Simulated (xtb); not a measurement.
## C$_{2}$H$_{2}$ClOSi: single-point calculation

System: C$_{2}$H$_{2}$ClOSi, multiplicity 2, SMILES [C]#C[SiH](O)Cl.
Method: GFN2-xTB, CPCM-X solvent acetonitrile (xtb 6.7.1).

The geometry comes from this level: GFN2-xTB.

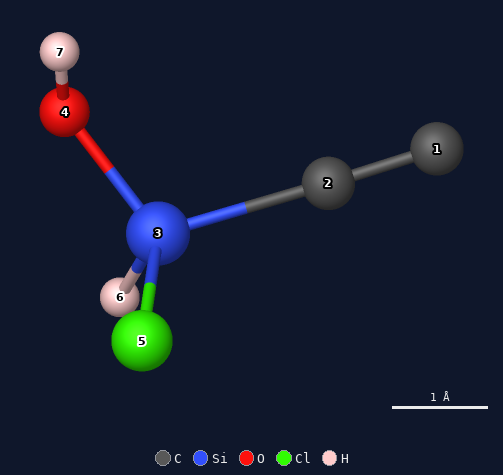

The input geometry (ball-and-stick view, seen at a tilt; atoms are numbered from 1 in the order of the input).

### The input (mol.xyz)
```
7

C      0.56876    -2.13347     1.53062
C      0.33842    -1.08523     0.99624
Si    -0.00323     0.51858     0.09624
O     -1.08026     0.30701    -1.08852
Cl     1.78044     1.13511    -0.62436
H     -0.66046     1.47709     0.96261
H     -0.94367    -0.21908    -1.87284
```

Machine: 1 thread of Intel Xeon (Granite Rapids), 64 GiB of memory available, shared host.

Run as:
```bash
xtb mol.xyz --cpcmx acetonitrile --sp -c 0 -u 1 --gfn 2 | tee run.log
```

### What the program printed
```
* xtb version 6.7.1
   ID    Z sym.   atoms
    1    6 C      1, 2
    2   14 Si     3
    3    8 O      4
    4   17 Cl     5
    5    1 H      6, 7

           -------------------------------------------------
          |                Calculation Setup                |
           -------------------------------------------------

          program call               : xtb mol.xyz --cpcmx acetonitrile --sp -c 0 -u 1 --gfn 2
          coordinate file            : mol.xyz
          omp threads                :                     1

           -------------------------------------------------
          |                 G F N 2 - x T B                 |
           -------------------------------------------------

      * Hamiltonian:
        H0-scaling (s, p, d)           1.850000    2.230000    2.230000
        zeta-weighting                 0.500000
      * Dispersion:
        s8                             2.700000
        a1                             0.520000
        a2                             5.000000
        s9                             5.000000
      * Repulsion:
        kExp                           1.500000    1.000000
        rExp                           1.000000
      * Coulomb:
        alpha                          2.000000
        third order                    shell-resolved
        anisotropic                    true
        a3                             3.000000
        a5                             4.000000
        cn-shift                       1.200000
        cn-exp                         4.000000
        max-rad                        5.000000

      * Solvation model:               COSMO
        Solvent                        infinity
        Parameter file                 internal GFN-xTB/COSMO
        Dielectric constant                  Infinity
        Reference state                gsolv [1 M gas/solution]
        Free energy shift                  0.0000E+00 Eh       0.0000E+00 kcal/mol
        Temperature                        2.9815E+02 K
        Density                            1.0000E+00 kg/L
        Solvent mass                       1.8000E+01 g/mol
        vdW Radii scaling                  1.0000E+00
        Surface tension                    1.0000E-05 Eh       1.5569E+01 dyn/cm
        Grid points                               230 per atom

          ...................................................
          :                      SETUP                      :
          :.................................................:
          :  # basis functions                  34          :
          :  # atomic orbitals                  32          :
          :  # shells                           14          :
          :  # electrons                        27          :
          :  max. iterations                   250          :
          :  Hamiltonian                  GFN2-xTB          :
          :  restarted?                      false          :
          :  GBSA solvation                   true          :
          :  PC potential                    false          :
          :  electronic temp.          300.0000000     K    :
          :  accuracy                    1.0000000          :
          :  -> integral cutoff          0.2500000E+02      :
          :  -> integral neglect         0.1000000E-07      :
          :  -> SCF convergence          0.1000000E-05 Eh   :
          :  -> wf. convergence          0.1000000E-03 e    :
          :  Broyden damping             0.4000000          :
          :  net charge                          0          :
          :  unpaired electrons                  1          :
          ...................................................

 iter      E             dE          RMSdq      gap      omega  full diag
   1    -15.6680182 -0.156680E+02  0.866E+00    4.58       0.0  T
   2    -15.7305227 -0.625045E-01  0.469E+00    4.05       1.0  T
   3    -15.7127976  0.177250E-01  0.224E+00    4.52       1.0  T
   4    -15.7172348 -0.443716E-02  0.182E+00    4.09       1.0  T
   5    -15.7399332 -0.226984E-01  0.587E-01    4.26       1.0  T
   6    -15.7355699  0.436325E-02  0.792E-01    4.37       1.0  T
   7    -15.7394286 -0.385862E-02  0.289E-01    4.32       1.0  T
   8    -15.7402941 -0.865539E-03  0.152E-01    4.28       1.0  T
   9    -15.7402325  0.615548E-04  0.937E-02    4.29       1.0  T
  10    -15.7402897 -0.571230E-04  0.192E-02    4.30       2.0  T
  11    -15.7402201  0.696016E-04  0.962E-03    4.30       3.9  T
  12    -15.7402185  0.154706E-05  0.628E-03    4.30       6.0  T
  13    -15.7402389 -0.203622E-04  0.392E-03    4.30       9.6  T
  14    -15.7402365  0.233529E-05  0.208E-03    4.30      18.2  T
  15    -15.7402374 -0.813018E-06  0.716E-04    4.30      52.8  T
  16    -15.7402374 -0.795652E-07  0.269E-04    4.30     140.8  T

   *** convergence criteria satisfied after 16 iterations ***

         #    Occupation            Energy/Eh            Energy/eV
      -------------------------------------------------------------
         1        2.0000           -1.0585347             -28.8042
       ...           ...                  ...                  ...
         8        2.0000           -0.4612992             -12.5526
         9        2.0000           -0.4549563             -12.3800
        10        2.0000           -0.4379990             -11.9186
        11        2.0000           -0.4345593             -11.8250
        12        2.0000           -0.4204362             -11.4407
        13        2.0000           -0.4184971             -11.3879
        14        1.0000           -0.3695130             -10.0550 (HOMO)
        15                         -0.2115925              -5.7577 (LUMO)
        16                         -0.2026320              -5.5139
        17                         -0.1479257              -4.0253
        18                         -0.1258949              -3.4258
        19                         -0.0850590              -2.3146
       ...                                ...                  ...
        32                          1.1684856              31.7961
      -------------------------------------------------------------
                  HL-Gap            0.1579206 Eh            4.2972 eV
             Fermi-level           -0.3422499 Eh           -9.3131 eV

 SCC (total)                   0 d,  0 h,  0 min,  0.046 sec
 SCC setup                      ...        0 min,  0.000 sec (  0.542%)
 Dispersion                     ...        0 min,  0.000 sec (  0.061%)
 classical contributions        ...        0 min,  0.000 sec (  0.019%)
 integral evaluation            ...        0 min,  0.001 sec (  1.508%)
 iterations                     ...        0 min,  0.041 sec ( 89.418%)
 molecular gradient             ...        0 min,  0.003 sec (  5.846%)
 printout                       ...        0 min,  0.001 sec (  2.592%)

         :::::::::::::::::::::::::::::::::::::::::::::::::::::
         ::                     SUMMARY                     ::
         :::::::::::::::::::::::::::::::::::::::::::::::::::::
         :: total energy             -15.563945097367 Eh    ::
         :: total w/o Gsasa/hb       -15.560380602058 Eh    ::
         :: gradient norm              0.017991692571 Eh/a0 ::
         :: HOMO-LUMO gap              4.297237823315 eV    ::
         ::.................................................::
         :: SCC energy               -15.740233165397 Eh    ::
         :: -> isotropic ES            0.048145454767 Eh    ::
         :: -> anisotropic ES         -0.000011758446 Eh    ::
         :: -> anisotropic XC          0.003108158648 Eh    ::
         :: -> dispersion             -0.004861239641 Eh    ::
         :: -> Gsolv                  -0.012458678545 Eh    ::
         ::    -> Gelec               -0.008894183236 Eh    ::
         ::    -> Gsasa               -0.003564495309 Eh    ::
         ::    -> Ghb                  0.000000000000 Eh    ::
         ::    -> Gshift               0.000000000000 Eh    ::
         :: repulsion energy           0.176288068030 Eh    ::
         :: add. restraining           0.000000000000 Eh    ::
         :: total charge               0.000000000001 e     ::
         :::::::::::::::::::::::::::::::::::::::::::::::::::::

           -------------------------------------------------
          |      CPCM-X post-SCF solvation evaluation       |
           -------------------------------------------------

 iter      E             dE          RMSdq      gap      omega  full diag
   1    -15.7218726 -0.157219E+02  0.177E+00    4.03       0.0  T
   2    -15.7013088  0.205638E-01  0.173E+00    4.43       1.0  T
   3    -15.7216752 -0.203664E-01  0.110E+00    4.12       1.0  T
   4    -15.7295649 -0.788961E-02  0.278E-01    4.23       1.0  T
   5    -15.7296402 -0.753336E-04  0.118E-01    4.26       1.0  T
   6    -15.7296749 -0.346962E-04  0.700E-02    4.25       1.0  T
   7    -15.7296842 -0.935885E-05  0.456E-02    4.25       1.0  T
   8    -15.7296877 -0.348208E-05  0.287E-02    4.25       1.3  T
   9    -15.7296901 -0.236713E-05  0.721E-03    4.25       5.2  T
  10    -15.7296901 -0.527541E-07  0.275E-03    4.25      13.8  T
  11    -15.7296901 -0.539087E-08  0.159E-03    4.25      23.7  T
  12    -15.7296901 -0.259682E-08  0.578E-04    4.25      65.4  T
  13    -15.7296901 -0.309875E-09  0.390E-04    4.25      96.8  T
     SCC iter.                  ...        0 min,  0.002 sec
     gradient                   ...        0 min,  0.001 sec
```

### Standard error
```
normal termination of xtb
```

### Summary

| quantity | value |
| --- | --- |
| outcome | converged |
| total energy | −15.564595 hartree |
| basis functions | 34 |
| peak memory | 0.07 GiB |
